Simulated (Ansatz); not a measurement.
## Geometry relaxation, with input and output: C$_{2}$H$_{5}$AlO$_{2}$ (part 3 of 3)

C$_{2}$H$_{5}$AlO$_{2}$, SMILES [CH3][AlH][O]C=O; RKS PBE-D4/def2-SVP (Ansatz 0.2.0). The geometry: force-field start.

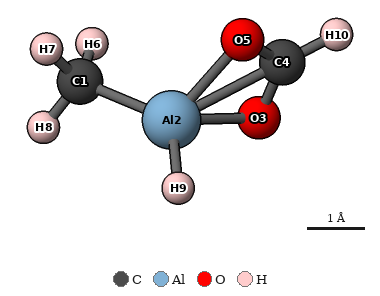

Fig. 1: The geometry at step 31 of the log (ball-and-stick view, seen at a tilt; atoms are numbered from 1 in the order of the input).

## Trajectory as extended XYZ, continued
```
10
Properties=species:S:1:pos:R:3:forces:R:3 step=25 energy=-12831.22890
C    -1.6510   -0.1957    0.2731   -0.0765   0.0126   0.0103
Al    0.2523   -0.2299    0.7150   -0.0106  -0.0108  -0.0185
O     1.3626   -0.8250   -0.7989   -0.0021   0.0249  -0.0066
C     1.7018    0.3989   -0.9341    0.0347  -0.0782  -0.0197
O     1.2143    1.2613   -0.1293    0.0078   0.0506  -0.0183
H    -1.8077   -0.3720   -0.8125   -0.0115   0.0042   0.0225
H    -2.0971    0.7960    0.5093    0.0270  -0.0414   0.0000
H    -2.2425   -0.9557    0.8278    0.0433   0.0225  -0.0320
H     0.9389   -0.6314    2.0918    0.0035  -0.0059   0.0422
H     2.4115    0.7027   -1.7393   -0.0155   0.0216   0.0201
10
Properties=species:S:1:pos:R:3:forces:R:3 step=26 energy=-12831.23156
C    -1.6579   -0.1950    0.2732    0.0042  -0.0012  -0.0060
Al    0.2492   -0.2182    0.7069   -0.0117   0.0054  -0.0138
O     1.3714   -0.8351   -0.7907    0.0177   0.0154   0.0025
C     1.7147    0.3858   -0.9405   -0.0071  -0.0007  -0.0014
O     1.2145    1.2627   -0.1588    0.0079   0.0008   0.0098
H    -1.8311   -0.3107   -0.8173    0.0042   0.0056   0.0036
H    -2.1184    0.7701    0.5764    0.0004  -0.0104   0.0125
H    -2.2211   -0.9999    0.7899    0.0043   0.0013  -0.0011
H     0.9252   -0.5939    2.1009   -0.0072   0.0062  -0.0114
H     2.4367    0.6831   -1.7370   -0.0126  -0.0223   0.0053
10
Properties=species:S:1:pos:R:3:forces:R:3 step=27 energy=-12831.23086 accepted=F
C    -1.6647   -0.1927    0.2726   -0.1881   0.0428   0.0264
Al    0.2441   -0.1964    0.6987    0.0226   0.0096   0.0275
O     1.3827   -0.8503   -0.7717   -0.0039   0.0051  -0.0201
C     1.7273    0.3659   -0.9485   -0.0064   0.0926   0.0773
O     1.2209    1.2629   -0.1920   -0.0126  -0.0565  -0.0186
H    -1.8504   -0.2183   -0.8265    0.0160   0.0079   0.1673
H    -2.1550    0.7320    0.6727    0.1062  -0.2471  -0.0943
H    -2.1919   -1.0664    0.7285    0.0900   0.1910  -0.1030
H     0.9107   -0.5379    2.1089   -0.0183   0.0100  -0.0387
H     2.4594    0.6500   -1.7398   -0.0056  -0.0553  -0.0240
10
Properties=species:S:1:pos:R:3:forces:R:3 step=28 energy=-12831.23283
C    -1.6607   -0.1942    0.2728    0.0482   0.0120  -0.0057
Al    0.2470   -0.2075    0.7018   -0.0073   0.0013   0.0237
O     1.3784   -0.8417   -0.7796    0.0051  -0.0089  -0.0048
C     1.7214    0.3770   -0.9430   -0.0255   0.0314   0.0118
O     1.2180    1.2636   -0.1741   -0.0003  -0.0128   0.0034
H    -1.8389   -0.2651   -0.8194   -0.0079   0.0021  -0.0283
H    -2.1338    0.7477    0.6225   -0.0127   0.0168   0.0161
H    -2.2056   -1.0288    0.7588   -0.0151  -0.0313   0.0109
H     0.9141   -0.5676    2.1043   -0.0025   0.0069  -0.0117
H     2.4433    0.6656   -1.7412    0.0180  -0.0175  -0.0153
10
Properties=species:S:1:pos:R:3:forces:R:3 step=29 energy=-12831.23382
C    -1.6604   -0.1922    0.2715   -0.0647   0.0045   0.0013
Al    0.2453   -0.1963    0.7032    0.0068   0.0046   0.0102
O     1.3779   -0.8491   -0.7695   -0.0084  -0.0126  -0.0107
C     1.7214    0.3673   -0.9468    0.0488   0.0555   0.0087
O     1.2192    1.2633   -0.1876   -0.0069  -0.0201  -0.0166
H    -1.8412   -0.2156   -0.8252    0.0039   0.0047   0.0659
H    -2.1507    0.7252    0.6696    0.0255  -0.0678  -0.0263
H    -2.1892   -1.0613    0.7219    0.0289   0.0568  -0.0429
H     0.9103   -0.5379    2.1104   -0.0010   0.0024  -0.0025
H     2.4506    0.6457   -1.7446   -0.0328  -0.0280   0.0129
10
Properties=species:S:1:pos:R:3:forces:R:3 step=30 energy=-12831.23330 accepted=F
C    -1.6626   -0.1903    0.2712   -0.1463   0.0395   0.0182
Al    0.2432   -0.1798    0.7022   -0.0035   0.0085   0.0056
O     1.3802   -0.8594   -0.7548    0.0469  -0.0028   0.0404
C     1.7326    0.3525   -0.9466   -0.1378   0.0772  -0.0640
O     1.2185    1.2645   -0.2138    0.0576  -0.0642   0.0204
H    -1.8481   -0.1415   -0.8263    0.0084  -0.0078   0.1488
H    -2.1749    0.6869    0.7381    0.0793  -0.1714  -0.0924
H    -2.1661   -1.1049    0.6645    0.0566   0.1373  -0.0767
H     0.9025   -0.4954    2.1192   -0.0013   0.0059  -0.0161
H     2.4579    0.6164   -1.7508    0.0399  -0.0222   0.0157
10
Properties=species:S:1:pos:R:3:forces:R:3 step=31 energy=-12831.23479
C    -1.6614   -0.1913    0.2715   -0.0017   0.0216   0.0023
Al    0.2447   -0.1878    0.7039    0.0113  -0.0013   0.0191
O     1.3813   -0.8543   -0.7592   -0.0226   0.0030  -0.0216
C     1.7228    0.3610   -0.9498    0.0318   0.0196   0.0697
O     1.2215    1.2639   -0.1984   -0.0234  -0.0218  -0.0252
H    -1.8432   -0.1784   -0.8236   -0.0007   0.0017   0.0153
H    -2.1623    0.7038    0.7014    0.0065  -0.0276  -0.0084
H    -2.1783   -1.0807    0.6902    0.0031   0.0067  -0.0129
H     0.9070   -0.5175    2.1159   -0.0044   0.0057  -0.0076
H     2.4511    0.6303   -1.7489    0.0003  -0.0077  -0.0306
10
Properties=species:S:1:pos:R:3:forces:R:3 step=32 energy=-12831.23527
C    -1.6610   -0.1901    0.2718    0.0325   0.0138   0.0088
Al    0.2448   -0.1804    0.7071   -0.0151   0.0059  -0.0143
O     1.3777   -0.8590   -0.7533    0.0405   0.0095   0.0320
C     1.7280    0.3537   -0.9476   -0.1269   0.0054  -0.0245
O     1.2182    1.2642   -0.2114    0.0401  -0.0279   0.0240
H    -1.8421   -0.1402   -0.8214    0.0020   0.0027  -0.0164
H    -2.1736    0.6812    0.7322   -0.0106   0.0051   0.0100
H    -2.1675   -1.0996    0.6559   -0.0110  -0.0209   0.0047
H     0.9072   -0.4951    2.1225   -0.0023   0.0048  -0.0111
H     2.4514    0.6144   -1.7529    0.0507   0.0017  -0.0132
10
Properties=species:S:1:pos:R:3:forces:R:3 step=33 energy=-12831.23610
C    -1.6610   -0.1881    0.2715   -0.0498   0.0158   0.0088
Al    0.2441   -0.1690    0.7098   -0.0022   0.0093  -0.0083
O     1.3807   -0.8675   -0.7383    0.0174   0.0360   0.0138
C     1.7272    0.3433   -0.9525   -0.0845  -0.0202   0.0321
O     1.2198    1.2635   -0.2266    0.0230  -0.0378  -0.0049
H    -1.8422   -0.0817   -0.8201    0.0056  -0.0067   0.0667
H    -2.1913    0.6486    0.7814    0.0330  -0.0748  -0.0421
H    -2.1501   -1.1302    0.6059    0.0269   0.0656  -0.0289
H     0.9032   -0.4613    2.1318   -0.0043   0.0023  -0.0139
H     2.4528    0.5914   -1.7599    0.0351   0.0106  -0.0233
10
Properties=species:S:1:pos:R:3:forces:R:3 step=34 energy=-12831.23644
C    -1.6605   -0.1877    0.2716   -0.0292   0.0141   0.0068
Al    0.2441   -0.1671    0.7109    0.0011   0.0036  -0.0081
O     1.3803   -0.8679   -0.7361    0.0083   0.0284   0.0043
C     1.7258    0.3426   -0.9530   -0.0493  -0.0205   0.0302
O     1.2205    1.2636   -0.2269    0.0098  -0.0255  -0.0053
H    -1.8410   -0.0783   -0.8190    0.0040  -0.0036   0.0405
H    -2.1930    0.6453    0.7829    0.0194  -0.0472  -0.0256
H    -2.1484   -1.1308    0.6017    0.0181   0.0390  -0.0180
H     0.9036   -0.4603    2.1320   -0.0035   0.0036  -0.0074
H     2.4517    0.5895   -1.7611    0.0213   0.0080  -0.0174
10
Properties=species:S:1:pos:R:3:forces:R:3 step=35 energy=-12831.23685
C    -1.6592   -0.1855    0.2720    0.0016  -0.0008   0.0002
Al    0.2439   -0.1610    0.7128    0.0001   0.0011   0.0005
O     1.3783   -0.8711   -0.7307    0.0009   0.0006  -0.0001
C     1.7242    0.3375   -0.9543   -0.0003   0.0003   0.0015
O     1.2216    1.2624   -0.2316    0.0016  -0.0017  -0.0015
H    -1.8390   -0.0558   -0.8152   -0.0016   0.0018  -0.0005
H    -2.2012    0.6288    0.7988   -0.0025  -0.0006   0.0019
H    -2.1377   -1.1392    0.5802    0.0002  -0.0005  -0.0031
H     0.9014   -0.4477    2.1353    0.0018   0.0014   0.0002
H     2.4507    0.5806   -1.7644   -0.0018  -0.0016   0.0009
10
Properties=species:S:1:pos:R:3:forces:R:3 step=36 energy=-12831.23708
C    -1.6583   -0.1831    0.2722   -0.0352  -0.0089   0.0013
Al    0.2434   -0.1508    0.7159    0.0041  -0.0049   0.0037
O     1.3769   -0.8765   -0.7204   -0.0029  -0.0013  -0.0049
C     1.7235    0.3295   -0.9562    0.0222  -0.0005  -0.0073
O     1.2232    1.2616   -0.2414   -0.0036   0.0074  -0.0027
H    -1.8380   -0.0159   -0.8107   -0.0015  -0.0015   0.0244
H    -2.2148    0.6021    0.8291    0.0127  -0.0215  -0.0169
H    -2.1227   -1.1565    0.5432    0.0152   0.0330  -0.0119
H     0.9001   -0.4254    2.1409    0.0021   0.0017   0.0041
H     2.4499    0.5640   -1.7695   -0.0130  -0.0036   0.0102
10
Properties=species:S:1:pos:R:3:forces:R:3 step=37 energy=-12831.23718
C    -1.6581   -0.1820    0.2724   -0.0293  -0.0109   0.0005
Al    0.2433   -0.1470    0.7170    0.0020  -0.0021   0.0047
O     1.3761   -0.8791   -0.7166   -0.0018  -0.0093  -0.0003
C     1.7237    0.3255   -0.9566    0.0162   0.0077  -0.0149
O     1.2236    1.2608   -0.2457   -0.0001   0.0100  -0.0008
H    -1.8384    0.0022   -0.8074   -0.0014  -0.0005   0.0164
H    -2.2208    0.5890    0.8421    0.0107  -0.0134  -0.0118
H    -2.1157   -1.1630    0.5257    0.0106   0.0235  -0.0079
H     0.8999   -0.4142    2.1434    0.0018  -0.0007   0.0041
H     2.4495    0.5568   -1.7712   -0.0088  -0.0043   0.0100
```

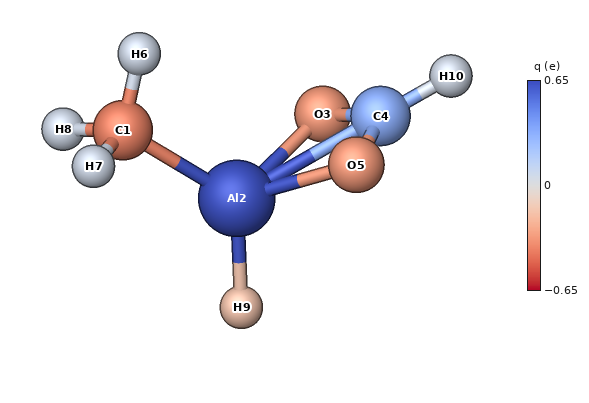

Fig. 2: Mulliken charges, as the colour of each atom (ball-and-stick view, seen at a tilt; atoms are numbered from 1 in the order of the input). By element: C −0.38 to +0.32, Al +0.62, O −0.32 and H −0.15 to +0.06 e.

The run was set up as follows.

## The input
```yaml
crystal:
  periodic: [false, false, false]
  atoms:
    - {symbol: C, position_ang: [-1.544500, -0.181800, 0.402200]}
    - {symbol: Al, position_ang: [0.223000, -0.781500, 0.885700]}
    - {symbol: O, position_ang: [1.700200, -0.183900, -0.063100]}
    - {symbol: C, position_ang: [1.776600, 0.721900, -1.122000]}
    - {symbol: O, position_ang: [0.619400, 1.188800, -1.554300]}
    - {symbol: H, position_ang: [-1.810100, -0.402100, -0.662000]}
    - {symbol: H, position_ang: [-1.610100, 0.968800, 0.499300]}
    - {symbol: H, position_ang: [-2.305600, -0.585600, 1.053900]}
    - {symbol: H, position_ang: [0.402300, -1.791700, 2.136600]}
    - {symbol: H, position_ang: [2.632000, 0.996100, -1.573300]}
basis:
  gaussian: {orbitals: def2-SVP}
hamiltonian: {xc: pbe, dispersion: d4}
relax: {f_tol: 0.03, max_steps: 200}
```

Launch command:
```bash
ansatz run in.yaml --threads 4 --pin off --events-out ev --progress --plain --max-ram 10444MiB
```

## Summary

```csv
quantity,value
outcome,converged
total energy,−12831.2372 eV
mean-field energy,−12831.0569 eV
dispersion energy,−0.1803 eV
SCF solution under orbital rotations,stable
largest force (length of the vector) at the end,0.031 eV/Å
dipole moment,1.19 D
hardware,"4 threads of Arm Neoverse V2, 23 GiB of memory available, shared host"
wall time,33 s (CPU time 2 min)
peak memory,0.14 GiB
```
